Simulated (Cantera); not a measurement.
Feed: 1 mol Si, 0.0065 mol O2, 270 mol H2, at 260000 Pa.

Method: chemical equilibrium by Gibbs-energy minimisation in Cantera with the NASA 1993 tables (ideal gas, pure condensed phases). Candidate condensed phases: H2O, Si, SiO2; 18 gas species. Mutual solubility and eutectic melting of coexisting phases are not modelled. The tables hold silica as quartz up to 1696 K and as liquid above; real silica turns to tridymite and cristobalite and melts near 1996 K. Gases not in the tables: Si2H6 and higher silanes. Equilibrium is a limit: real reactors are often held back by kinetics, nucleation or transport.

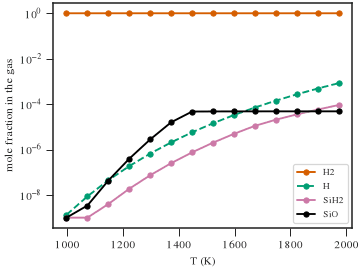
Equilibrium gas composition (values under 1e-9 drawn at 1e-9)

Question: Read off the mole fractions at 1448 K.

Answer: H2 about 1.00, SiO about 4.7e-5, H about 5.7e-6, SiH2 about 7.5e-7.
